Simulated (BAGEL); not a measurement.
# CH5BOSi (SMILES B[SiH2]C=O) at HF/6-31G(d) (density fitting with qzvpp-jkfit, spherical functions)

What is the vertical singlet–triplet gap of CH5BOSi at HF/6-31G* (density fitting with qzvpp-jkfit, spherical functions)? 

Program for the calculation: BAGEL 1.2.2.

1 further run of the same task is left out (it didn't finish). Runs told in other sessions of the task aren't counted.

## (1) The structure to begin with

The species is CH5BOSi (9 atoms), meant as a singlet with charge 0. As SMILES, `B[SiH2]C=O`. Geometry: relaxed at PBE0-D4/def2-TZVP. This is one conformer, not always the lowest.

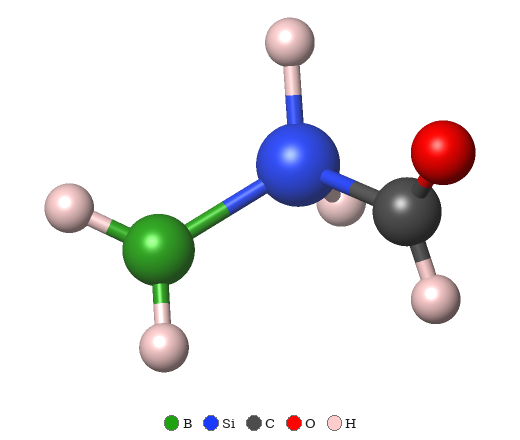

The structure, seen from a chosen angle (boron green, silicon blue, carbon dark grey, oxygen red, hydrogen pink).

## (2) The energy at HF/6-31G(d) (density fitting with qzvpp-jkfit, spherical functions)

File hf.json:

```json
{ "bagel": [

{
  "title": "molecule",
  "basis": "6-31gs.json",
  "df_basis": "qzvpp-jkfit",
  "angstrom": "true",
  "geometry": [
    { "atom": "B", "xyz": [      -0.950100,       0.850000,      -1.073100 ] },
    { "atom": "Si", "xyz": [       0.610800,      -0.206000,      -0.386500 ] },
    { "atom": "C", "xyz": [       0.330600,      -0.553700,       1.494500 ] },
    { "atom": "O", "xyz": [       1.022800,      -0.098400,       2.365800 ] },
    { "atom": "H", "xyz": [      -2.057600,       0.518200,      -0.767000 ] },
    { "atom": "H", "xyz": [      -0.828800,       1.799400,      -1.786900 ] },
    { "atom": "H", "xyz": [       1.958100,       0.387600,      -0.570700 ] },
    { "atom": "H", "xyz": [       0.542000,      -1.540900,      -1.055900 ] },
    { "atom": "H", "xyz": [      -0.539200,      -1.202400,       1.762900 ] }
  ]
},

{ "title": "hf", "charge": 0 },

{ "title": "print", "file": "orbitals.molden", "orbitals": "true" }

]}
```

The basis set 6-31G* is read from a file made from the Basis Set Exchange's data (not shown).

On the command line:

```
$ BAGEL_NUM_THREADS=1 BAGEL hf.json > hf.out
```

Standard output:

```text
* using 1 threads per process

  ===============================================================
  ===============================================================

  *** Geometry ***

  { "atom" : "B", "xyz" : [     -1.795429,      1.606267,     -2.027865 ] },
  { "atom" : "Si", "xyz" : [      1.154245,     -0.389284,     -0.730379 ] },
  { "atom" : "C", "xyz" : [      0.624743,     -1.046341,      2.824196 ] },
  { "atom" : "O", "xyz" : [      1.932812,     -0.185949,      4.470714 ] },
  { "atom" : "H", "xyz" : [     -3.888300,      0.979256,     -1.449420 ] },
  { "atom" : "H", "xyz" : [     -1.566205,      3.400373,     -3.376752 ] },
  { "atom" : "H", "xyz" : [      3.700273,      0.732458,     -1.078467 ] },
  { "atom" : "H", "xyz" : [      1.024232,     -2.911879,     -1.995362 ] },
  { "atom" : "H", "xyz" : [     -1.018940,     -2.272207,      3.331398 ] },

  Number of auxiliary basis functions:      445

  Since a DF basis is specified, we compute 2- and 3-index integrals:
    o Being stored without compression. Storage requirement is 0.017 GB

  Number of basis functions:       70
  Number of electrons      :       38

    * METHOD: MOLECULE                             0.14

  *** RHF ***

  === Nuclear Repulsion ===
   133.9310177339

      * DIIS with orbital gradients will be used.

  === RHF iteration (6-31gs.json) ===
      0       -428.96485582          0.02224393           0.04
      1       -429.05786082          0.01872045           0.04
      2       -429.16993486          0.00221750           0.03
      3       -429.17343695          0.00064269           0.03
      4       -429.17371977          0.00025209           0.03
      5       -429.17380597          0.00008691           0.03
      6       -429.17381402          0.00002161           0.03
      7       -429.17381446          0.00000663           0.03
      8       -429.17381451          0.00000163           0.03
      9       -429.17381451          0.00000072           0.03
     10       -429.17381451          0.00000040           0.03
     11       -429.17381451          0.00000022           0.03
     12       -429.17381451          0.00000006           0.03
     13       -429.17381451          0.00000003           0.03
     14       -429.17381451          0.00000001           0.03
     15       -429.17381451          0.00000001           0.03
    * SCF iteration converged.

    * Permanent dipole moment:
           (    0.641989,     0.172293,     0.922297) a.u.

    * METHOD: HF                                   0.58

    * METHOD: PRINT                                0.01

  ===============================================================
```

Run time: 0.86 s. Hardware: 1 thread of Intel Xeon 6975P-C (Granite Rapids), shared host; peak memory 0.096 GiB.

## (3) The triplet

File input.json:

```json
{ "bagel" : [

{
  "title" : "molecule",
  "basis" : "6-31gs.json",
  "df_basis" : "qzvpp-jkfit",
  "angstrom" : true,
  "geometry" : [
    { "atom" : "B", "xyz" : [   -0.950100,    0.850000,   -1.073100 ] },
    { "atom" : "Si", "xyz" : [    0.610800,   -0.206000,   -0.386500 ] },
    { "atom" : "C", "xyz" : [    0.330600,   -0.553700,    1.494500 ] },
    { "atom" : "O", "xyz" : [    1.022800,   -0.098400,    2.365800 ] },
    { "atom" : "H", "xyz" : [   -2.057600,    0.518200,   -0.767000 ] },
    { "atom" : "H", "xyz" : [   -0.828800,    1.799400,   -1.786900 ] },
    { "atom" : "H", "xyz" : [    1.958100,    0.387600,   -0.570700 ] },
    { "atom" : "H", "xyz" : [    0.542000,   -1.540900,   -1.055900 ] },
    { "atom" : "H", "xyz" : [   -0.539200,   -1.202400,    1.762900 ] }
  ]
},
{
  "title" : "uhf",
  "nopen" : 2
},
{
  "title" : "print",
  "file" : "orbitals.molden",
  "orbitals" : true
}

]}
```

The basis set 6-31G* is read from a file made from the Basis Set Exchange's data (not shown).

On the command line:

```
$ BAGEL_NUM_THREADS=1 BAGEL input.json > input.out
```

Standard output:

```text
* using 1 threads per process

  ===============================================================
  ===============================================================

  *** Geometry ***

  { "atom" : "B", "xyz" : [     -1.795429,      1.606267,     -2.027865 ] },
  { "atom" : "Si", "xyz" : [      1.154245,     -0.389284,     -0.730379 ] },
  { "atom" : "C", "xyz" : [      0.624743,     -1.046341,      2.824196 ] },
  { "atom" : "O", "xyz" : [      1.932812,     -0.185949,      4.470714 ] },
  { "atom" : "H", "xyz" : [     -3.888300,      0.979256,     -1.449420 ] },
  { "atom" : "H", "xyz" : [     -1.566205,      3.400373,     -3.376752 ] },
  { "atom" : "H", "xyz" : [      3.700273,      0.732458,     -1.078467 ] },
  { "atom" : "H", "xyz" : [      1.024232,     -2.911879,     -1.995362 ] },
  { "atom" : "H", "xyz" : [     -1.018940,     -2.272207,      3.331398 ] },

  Number of auxiliary basis functions:      445

  Since a DF basis is specified, we compute 2- and 3-index integrals:
    o Being stored without compression. Storage requirement is 0.017 GB

  Number of basis functions:       70
  Number of electrons      :       38

    * METHOD: MOLECULE                             0.14

  *** Open-shell HF ***

  === Nuclear Repulsion ===
   133.9310177339

      * DIIS with orbital gradients will be used.

  === UHF iteration (6-31gs.json) ===
      0       -428.81221310          0.04108640           0.06
      1       -428.86347368          0.04324605           0.06
      2       -428.90108064          0.03753558           0.06
      3       -429.04910983          0.00387150           0.06
      4       -429.06512800          0.00343998           0.05
      5       -429.07483080          0.00304254           0.06
      6       -429.09158213          0.00169552           0.06
      7       -429.09591868          0.00075277           0.05
      8       -429.09687215          0.00037429           0.06
      9       -429.09698149          0.00042600           0.06
     10       -429.09712855          0.00013202           0.06
     11       -429.09719071          0.00007531           0.06
     12       -429.09721259          0.00004887           0.06
     13       -429.09722225          0.00003775           0.05
     14       -429.09722781          0.00002498           0.05
     15       -429.09722912          0.00001565           0.05
     16       -429.09722932          0.00000879           0.05
     17       -429.09722948          0.00000526           0.05
     18       -429.09722964          0.00000354           0.06
     19       -429.09722974          0.00000239           0.06
     20       -429.09722977          0.00000145           0.06
     21       -429.09722978          0.00000087           0.06
     22       -429.09722978          0.00000068           0.06
     23       -429.09722978          0.00000050           0.05
     24       -429.09722978          0.00000031           0.06
     25       -429.09722978          0.00000022           0.06
     26       -429.09722978          0.00000014           0.06
     27       -429.09722978          0.00000005           0.06
     28       -429.09722978          0.00000002           0.06
     29       -429.09722978          0.00000001           0.05
     30       -429.09722978          0.00000001           0.05
    * SCF iteration converged.

    * S^2 (UHF) is 2.0235

    * Permanent dipole moment:
           (    0.410628,     0.076585,     0.419880) a.u.

    * METHOD: UHF                                  1.83

    * METHOD: PRINT                                0.01

  ===============================================================
```

It took 2.1 s on 1 thread of Intel Xeon 6975P-C (Granite Rapids), shared host; peak memory 0.096 GiB.

## (4) Outcome

At HF/6-31G* (density fitting with qzvpp-jkfit, spherical functions):

| quantity | value |
| --- | --- |
| singlet: total energy | -429.17381 Eh |
| singlet: dipole moment | 2.89 D |
| singlet: HOMO energy | -10.41 eV |
| singlet: LUMO energy | 1.15 eV |
| singlet: HOMO–LUMO gap | 11.56 eV |
| triplet: total energy | -429.09723 Eh |
| triplet: dipole moment | 1.51 D |
| triplet: ⟨S²⟩ | 2.023 |
| vertical energy of the triplet above the singlet | 2.084 eV |

What this shows: At this shape the triplet lies 2.08 eV (48 kcal/mol) above the singlet.
